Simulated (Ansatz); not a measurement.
## Quasi-harmonic thermodynamics of SiC (Moissanite 3C, F-43m)

Wanted: α(T), C_P(T) and B(T) of SiC (Moissanite 3C) in the quasi-harmonic approximation.

Calculated with Ansatz 0.2.0; DFT RPBE, scalar-relativistic, plane waves, PAW.

## 1. Starting point

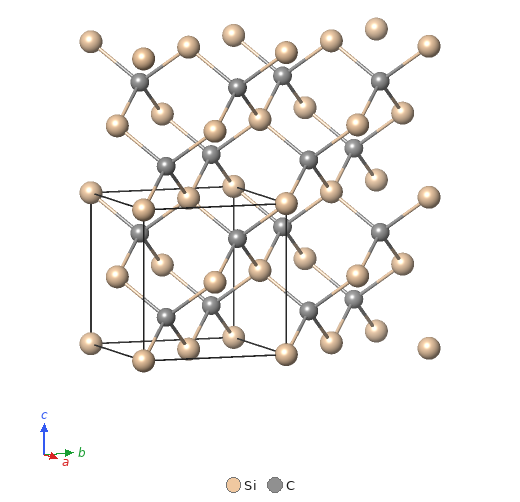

Start, viewed slightly off an axis; silicon light orange, carbon grey. 1×2×2 cells are drawn. This picture shows the conventional cell, with its axes. Bonds to atoms that aren't drawn are left out. Some periodic images of atoms are drawn too.

## 2. Probe on a coarse mesh

Before spending time, one coarse run tells the gap and the pressure of the starting cell.

File input.yaml:

```yaml
crystal:
  lattice:
    - [0.0, 2.179, 2.179]
    - [2.179, 0.0, 2.179]
    - [2.179, 2.179, 0.0]
  atoms:
    - { symbol: Si, position: [0.0, 0.0, 0.0] }
    - { symbol: C, position: [0.25, 0.25, 0.25] }
kpoints:
  mp_grid: { grid: [8, 8, 8] }
hamiltonian:
  xc: rpbe
scf:
  occupations: { method: gaussian, width: 0.1 }
output:
  forces: true
  stress: true
  eigenvalues: true
```

Launch:

```bash
> ansatz run input.yaml --threads 2 --pin off --max-ram 5120MiB --backend cpu --events-out ev --progress --plain --runs-dir out
```

Numbers of over 12 decimals in the logs are rounded to 6 here.

The program printed:

```text
Engine: ansatz 0.2.0, aarch64-unknown-linux-gnu
Pseudopotentials: kind: paw
Pseudopotential: Si, paw, valence charge 4, recommended cutoff 420 eV (normal), Si.paw.azcp
Pseudopotential: C, paw, valence charge 4, recommended cutoff 420 eV (normal), C.paw.azcp
Functional definition: RPBE
  parameter kappa = 0.804
  parameter beta = 0.066725
  exchange = rpbe_x(kappa = kappa, mu = beta*pi^2/3)
  correlation = pbe_c(beta = beta)
Crystal: 2 atoms, lattice volume = 20.692 Å³
Basis set: ecut = 420 eV, 411 PW (Γ), exchange–correlation on 48×48×48 points (8 copies of the dense FFT grid, shifted against one another)
Bands: 8, of which v1, the nominal top of the filled ones, is band 4 counted from 1 (3 counted from 0)
Symmetry: 24 space group operations
Space group: F-43m (ITA 216), of the structure as read, at distance tolerance 2.7e-5 Å
k-points: 29 of 512 (time reversal used)
Non-local potential: Si, projectors of the file, l = 0: 2, l = 1: 2, l = 2: 2
Non-local potential: C, projectors of the file, l = 0: 2, l = 1: 2, l = 2: 1
PAW form: soft (Blöchl's): semilocal exchange-correlation on the pseudo side does not see the compensation charge
PAW frozen core: Si, regenerated for the run's functional, and the local potential with it (the file was generated under x = pbe(κ = 0.804, μ = 0.219515), c = pbe(β = 0.066725))
PAW frozen core: C, regenerated for the run's functional, and the local potential with it (the file was generated under x = pbe(κ = 0.804, μ = 0.219515), c = pbe(β = 0.066725))
PAW one-centre angular grid: Si, 110 points (default); XC on 64 Gauss nodes
PAW one-centre angular grid: C, 110 points (default); XC on 64 Gauss nodes
Initial density: superposition of atomic densities (neutral atoms: chi_scale 0, normalization atom), corrected by the library's trained network
Initial wavefunctions: pseudopotential atomic-orbital guess
Functional: x = rpbe, c = pbe(β = 0.066725)
SCF iter   1: F=—  HF=-891.469155 eV  |F-HF|=—  |Δ(HF+E_count)|=         —  Δρ=3.29e-3  dr2=1.31e-3  ethr=1.77e-3  ⟨swp⟩=5.3  Hψ=1866  notcnv=0
preconditioner: auto → none  [insulator: Δε(μ)=1.347 eV  Ē_g=14.101 eV  σ=0.100 eV  W_gap=1.00  n_scr=0 (ndim 8)  ℏωp=23.1 eV  f_vac=0.000  D(μ)=0.00/eV (n_scr^D=0)  ε∞_Penn≈3.7]
SCF iter   2: F=—  HF=-891.468935 eV  |F-HF|=—  |Δ(HF+E_count)|=   2.20e-4  Δρ=1.17e-3  dr2=1.71e-4  ethr=1.64e-5  ⟨swp⟩=1.9  Hψ=556  notcnv=0
SCF iter   3: F=—  HF=-891.468923 eV  |F-HF|=—  |Δ(HF+E_count)|=   1.20e-5  Δρ=5.37e-4  dr2=2.30e-5  ethr=2.14e-6  ⟨swp⟩=2.1  Hψ=351  notcnv=0
SCF iter   4: F=—  HF=-891.468932 eV  |F-HF|=—  |Δ(HF+E_count)|=   8.82e-6  Δρ=6.75e-5  dr2=4.39e-7  ethr=2.88e-7  ⟨swp⟩=2.7  Hψ=375  notcnv=0
iter 5 did not close the SCF: its close was put off for the readings that it lacked (scf_convergence_deferred on its scf_iter line)
SCF iter   5: F=-891.468933 eV  HF=-891.468933 eV  |F-HF|=4.13e-9  |Δ(HF+E_count)|=   7.21e-7  Δρ=9.78e-6  dr2=2.06e-8  ethr=5.49e-9  ⟨swp⟩=2.0  Hψ=344  notcnv=0
SCF iter   6: F=-891.468933 eV  HF=-891.468933 eV  |F-HF|=2.82e-10  |Δ(HF+E_count)|=   4.77e-9  Δρ=9.08e-7  dr2=9.20e-11  ethr=2.58e-10  ⟨swp⟩=2.1  Hψ=784  notcnv=0
SCF 1 converged in 6 iterations: F = -891.468933 eV  dr2 = 9.20e-11
  greatest PAW one-centre occupation: 0.649 electrons in one spin orbital (limit 2), on the C atom at site 1 (counted from 0), in its partial waves of l = 0
SCF converged after 6 iterations
Free energy (F): -891.468933 eV
Harris-Foulkes:  -891.468933 eV  (|F-HF|=2.82e-10)
Internal energy: -891.468933 eV  (E = F + TS)
E sigma→0 (E₀):  -891.468933 eV
Fermi energy:    10.267552 eV
--- Per-component energies (eV) ---
  E_band       = 29.431201
  E_kinetic    = 135.642322
  E_local      = -103.232767  (includes V_loc(G=0)·N_el)
  E_nonlocal   = 50.685432
  E_hartree    = 32.072947
  E_xc         = -105.678264
  E_vxc        = -109.325885  (∫ρ·V_xc dr)
  E_paw        = -616.136035  (= ΣΔE_a)
  E_vpaw       = -8.483732  (= ΣTr[D̂ρ^β])
  E_aug_tail   = 0.000011  (compensation charges beyond the density's cutoff)
  E_ewald      = -284.783780
  E_core_change = -0.038798  (= ΣΔE_core)
  E_smearing   = -0.000000  (= −TS)
  E_closure    = 0.000000  (closes the sum)
  Σ components = -891.468933   (vs F -891.468933, Δ=0.00e0)
--- Forces (eV/Å), atoms counted from 1 ---
  atom   1  Si     0.00000000     0.00000000    -0.00000000
  atom   2  C     -0.00000000     0.00000000    -0.00000000
  max |Σ_I F_I| component: 5.55e-17 eV/Å
--- Stress (GPa, compression-positive) ---
        6.537639       0.000000      -0.000000
        0.000000       6.537639       0.000000
       -0.000000       0.000000       6.537639
  P = ⅓ Tr σ = 6.5376 GPa (65.376 kbar)
--- Band table (eV; the first three rows and the last of 29) ---
  k-point 0: bands = ["-5.8519", "9.5828", "9.5828", "9.5828", "15.8016", "16.9335", "16.9335", "16.9335"]
  k-point 1: bands = ["-5.5475", "8.0942", "9.3822", "9.3822", "16.0668", "17.2853", "17.2853", "17.4536"]
  k-point 2: bands = ["-4.6582", "5.2830", "8.9772", "8.9772", "15.6030", "17.5295", "17.5295", "18.9784"]
  k-point 28: bands = ["-0.6386", "2.5755", "4.6011", "4.8995", "14.8153", "19.0511", "19.1075", "19.4167"]
```

It took 1 s on 2 threads of Arm Neoverse V2, shared host; peak memory 0.24 GiB; 1.4 s of CPU time.

Numbers from this step:

* pressure: 6.538 GPa
* gap on the k-mesh: 1.370 eV
* volume per atom: 10.35 Å³

The start is under 6.5 GPa at this level and looks like an insulator or semiconductor on this mesh.

## 3. Finding the static equilibrium

The vibrations must be taken about the equilibrium of this functional, not about the starting cell, so the structure is relaxed.

input.yaml, the sections that differ from step 2:

```yaml
kpoints:
  mp_grid: { grid: [10, 10, 10] }
scf:
  occupations: { method: gaussian, width: 0.02 }
relax:
  adjacent_minimum: "off"
  f_tol: 0.005
  max_steps: 80
  cell: { stress_tol: 0.05 }
# crystal, hamiltonian, output: as in step 2
```

The program printed:

```text
[...]
Crystal: 2 atoms, lattice volume = 20.692 Å³
Basis set: ecut = 420 eV, 411 PW (Γ), exchange–correlation on 48×48×48 points (8 copies of the dense FFT grid, shifted against one another)
Bands: 8, of which v1, the nominal top of the filled ones, is band 4 counted from 1 (3 counted from 0)
Symmetry: 24 space group operations
[...]
k-points: 47 of 1000 (time reversal used)
[...]
SCF iter   1: F=—  HF=-891.470207 eV  |F-HF|=—  |Δ(HF+E_count)|=         —  Δρ=3.31e-3  dr2=1.34e-3  ethr=1.77e-3  ⟨swp⟩=6.1  Hψ=3125  notcnv=0
[...]
SCF iter   6: F=-891.470035 eV  HF=-891.470035 eV  |F-HF|=3.23e-10  |Δ(HF+E_count)|=   6.53e-9  Δρ=8.65e-7  dr2=6.39e-11  ethr=2.00e-10  ⟨swp⟩=2.0  Hψ=1279  notcnv=0
SCF 1 converged in 6 iterations: F = -891.470035 eV  dr2 = 6.39e-11
[...]
relax step   1: F+E_penalty+E_count = -891.47003492 eV  Δ(F+E_penalty+E_count) = +0.000e0 eV  max|allowed force component| = 4.071e-16 eV/Å  Δτ_max = 0.0000 Å  P = +6.537 GPa  Ω = 20.692 Å³  (6 SCF iters, dr2 threshold 1.00e-7 eV, accepted)
Crystal: 2 atoms, lattice volume = 21.016 Å³
[...]
iter 1 solved again at ethr=4.74e-5 eV; its pass at ethr=3.10e-3 eV (dr2=3.79e-3 eV) is discarded
[...]
SCF iter   5: F=-891.479175 eV  HF=-891.479175 eV  |F-HF|=2.09e-9  |Δ(HF+E_count)|=   3.07e-7  Δρ=2.58e-6  dr2=1.04e-9  ethr=2.50e-9  ⟨swp⟩=5.0  Hψ=1918  notcnv=0
SCF 2 converged in 5 iterations: F = -891.479175 eV  dr2 = 1.04e-9
[...]
relax step   2: F+E_penalty+E_count = -891.47917531 eV  Δ(F+E_penalty+E_count) = -9.140e-3 eV  max|allowed force component| = 4.163e-17 eV/Å  Δτ_max = 0.0000 Å  P = +3.008 GPa  Ω = 21.016 Å³  energy of the carried Pulay correction = -4.788e-4 eV  (5 SCF iters, dr2 threshold 2.00e-7 eV, accepted)
Crystal: 2 atoms, lattice volume = 21.301 Å³
[...]
SCF iter   4: F=-891.481511 eV  HF=-891.481510 eV  |F-HF|=2.00e-7  |Δ(HF+E_count)|=   2.33e-6  Δρ=3.32e-5  dr2=1.67e-7  ethr=2.50e-9  ⟨swp⟩=3.5  Hψ=1851  notcnv=0
SCF 3 converged in 4 iterations: F = -891.481511 eV  dr2 = 1.67e-7
[...]
relax step   3: F+E_penalty+E_count = -891.48151063 eV  Δ(F+E_penalty+E_count) = -2.335e-3 eV  max|allowed force component| = 1.665e-16 eV/Å  Δτ_max = 0.0000 Å  P = +0.118 GPa  Ω = 21.301 Å³  energy of the carried Pulay correction = -8.927e-4 eV  (4 SCF iters, dr2 threshold 2.00e-7 eV, accepted)
[...]
relax step   4: F+E_penalty+E_count = -891.48149815 eV  Δ(F+E_penalty+E_count) = +1.248e-5 eV  max|allowed force component| = 1.295e-16 eV/Å  Δτ_max = 0.0000 Å  P = +0.003 GPa  Ω = 21.313 Å³  energy of the carried Pulay correction = -9.097e-4 eV  (4 SCF iters, dr2 threshold 3.48e-8 eV, accepted)
[...]
relax step   5: F+E_penalty+E_count = -891.48256453 eV  Δ(F+E_penalty+E_count) = -1.066e-3 eV  max|allowed force component| = 1.388e-16 eV/Å  Δτ_max = 0.0000 Å  P = +0.088 GPa  Ω = 21.313 Å³  stress off target by 8.82e-2 GPa  SCF on the basis re-selected at this cell (its energy is not comparable with the rows above)  (5 SCF iters)
[...]
relax step   6: F+E_penalty+E_count = -891.48255380 eV  Δ(F+E_penalty+E_count) = +1.073e-5 eV  max|allowed force component| = 1.480e-16 eV/Å  Δτ_max = 0.0000 Å  P = +0.000 GPa  Ω = 21.322 Å³  energy of the carried Pulay correction = -1.323e-5 eV  (3 SCF iters, dr2 threshold 1.95e-8 eV, accepted)
[...]
SCF iter   5: F=-891.482554 eV  HF=-891.482554 eV  |F-HF|=3.41e-13  |Δ(HF+E_count)|=  5.46e-12  Δρ=1.24e-7  dr2=2.57e-12  ethr=1.00e-12  ⟨swp⟩=5.0  Hψ=1316  notcnv=0
SCF 7 converged in 5 iterations: F = -891.482554 eV  dr2 = 2.57e-12
relax step   7: F+E_penalty+E_count = -891.48255380 eV  Δ(F+E_penalty+E_count) = -1.325e-9 eV  max|allowed force component| = 1.480e-16 eV/Å  Δτ_max = 0.0000 Å  P = +0.000 GPa  Ω = 21.322 Å³  stress off target by 4.50e-4 GPa  SCF on the basis re-selected at this cell (its energy is not comparable with the rows above)  (5 SCF iters)
[...]
SCF converged after 5 iterations
Free energy (F): -891.482554 eV
[...]
Internal energy: -891.482554 eV  (E = F + TS)
E sigma→0 (E₀):  -891.482554 eV
Fermi energy:    9.907875 eV
[...]
--- Stress (GPa, compression-positive) ---
        0.000450       0.000000      -0.000000
       -0.000000       0.000450       0.000000
        0.000000       0.000000       0.000450
  P = ⅓ Tr σ = 0.0004 GPa (0.004 kbar)
--- Band table (eV; the first three rows and the last of 47) ---
[...]
--- Relaxed structure (5 steps of the walk, 5 accepted, 2 SCFs on fresh bases) ---
  F+E_penalty+E_count = -891.48255380 eV   max|allowed force component| = 1.480e-16 eV/Å   (the final SCF, on the basis selected at the relaxed cell)
  cell:  # Å, volume = 21.3218 Å³
    - [0, 2.200887, 2.200887]
    - [2.200887, 0, 2.200887]
    - [2.200887, 2.200887, 0]
  atoms:
    - { symbol: Si, position: [0, 0, 0] }
    - { symbol: C, position: [0.25, 0.25, 0.25] }
```

Wall time 5.1 s (2 threads); peak memory 0.27 GiB; 9.1 s of CPU time.

The steps of the relaxation:

```tsv
step	energy less that of the first step (eV)	largest force component (eV/Å)	pressure (GPa)	volume (Å³)
1	0.0000	0.0000	6.54	20.69
2	-0.0091	0.0000	3.01	21.02
3	-0.0115	0.0000	0.12	21.30
4	-0.0115	0.0000	0.00	21.31
5*	-0.0125	0.0000	0.09	21.31
6	-0.0125	0.0000	0.00	21.32
7*	-0.0125	0.0000	0.00	21.32
```

Relaxation steps marked * repeat the geometry before them on a plane-wave basis chosen anew for their cell, so energy and pressure can jump there.

The run keeps the 24 symmetry operations that it works with, so distortions that break them were not tested.

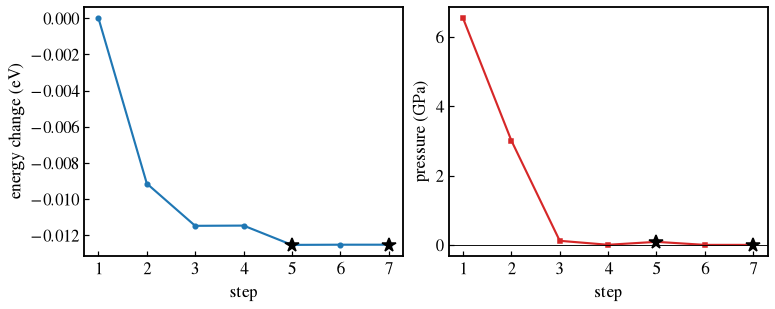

Energy and pressure along the relaxation. Stars mark steps on a basis chosen anew.

```tsv
conventional cell, symmetrised	before	after	change
a (Å)	4.358	4.402	+1.0 %
b (Å)	4.358	4.402	+1.0 %
c (Å)	4.358	4.402	+1.0 %
volume (Å³/atom)	10.35	10.66	+3.0 %
```

Final coordinates:

```
Si C
1.0
     0.00000    2.20089    2.20089
     2.20089    0.00000    2.20089
     2.20089    2.20089    0.00000
Si C
1 1
Direct
  0.00000 0.00000 0.00000
  0.25000 0.25000 0.25000
```

This step gave:

| Quantity | Value |
| --- | --- |
| pressure | 4.50e-4 GPa |
| gap on the k-mesh | 1.399 eV |
| volume per atom | 10.66 Å³ |

The relaxation ends with a pressure of 0.00 GPa.

## 4. Tight relaxation

The thresholds are tightened for a last relaxation ahead of the phonons, and where mesh or smearing change with them the cell follows.

File input.yaml:

```yaml
crystal:
  lattice:
    - [0.0, 2.2008869818, 2.2008869818]
    - [2.2008869818, 0.0, 2.2008869818]
    - [2.2008869818, 2.2008869818, 0.0]
  atoms:
    - { symbol: Si, position: [0.0, 0.0, 0.0] }
    - { symbol: C, position: [0.25, 0.25, 0.25] }
kpoints:
  mp_grid: { grid: [12, 12, 12] }
hamiltonian:
  xc: rpbe
scf:
  occupations: { method: fixed }
output:
  forces: true
  stress: true
  eigenvalues: true
relax:
  adjacent_minimum: "off"
  f_tol: 0.001
  max_steps: 60
  cell: { stress_tol: 0.01 }
```

The program printed:

```text
[...]
Crystal: 2 atoms, lattice volume = 21.322 Å³
Basis set: ecut = 420 eV, 411 PW (Γ), exchange–correlation on 48×48×48 points (8 copies of the dense FFT grid, shifted against one another)
Bands: 8, of which v1, the nominal top of the filled ones, is band 4 counted from 1 (3 counted from 0)
Symmetry: 24 space group operations
[...]
k-points: 72 of 1728 (time reversal used)
[...]
P = ⅓ Tr σ = -0.0018 GPa (-0.018 kbar)
--- Band table (eV; the first three rows and the last of 72) ---
[...]
--- Relaxed structure (1 steps of the walk, 1 accepted, 1 SCFs on fresh bases) ---
[...]
cell:  # Å, volume = 21.3218 Å³
    - [0.0, 2.2008869818, 2.2008869818]
    - [2.2008869818, 0.0, 2.2008869818]
    - [2.2008869818, 2.2008869818, 0.0]
  atoms:
    - { symbol: Si, position: [0.0, 0.0, 0.0] }
    - { symbol: C, position: [0.25, 0.25, 0.25] }
[key lines of the parts left out:]
SCF converged after 5 iterations
Free energy (F): -891.482683 eV
Fermi energy:    9.208348 eV
```

Run time: 2.3 s. Hardware: 2 threads; peak memory 0.28 GiB; 4.2 s of CPU time.

Little changed from the start: no atom moved by 0.005 Å and no cell edge by 0.1 %.

This step gave:

* pressure: -0.001850 GPa

The residual pressure is -0.0018 GPa, small enough for phonons.

(Continued in part 2 of 3.)

[Logs are printed without paths, hosts, clocks, repeated set-up lines and the standing remarks that a program may print on its own settings, such as how far it seeks lower states.]

[Hosts, paths, dates, database ids (printed as entryN), source tags and the programs' standing remarks are cut or masked in the printed files.]

[A step with changed settings may run another functional than the one named; its input shows which.]
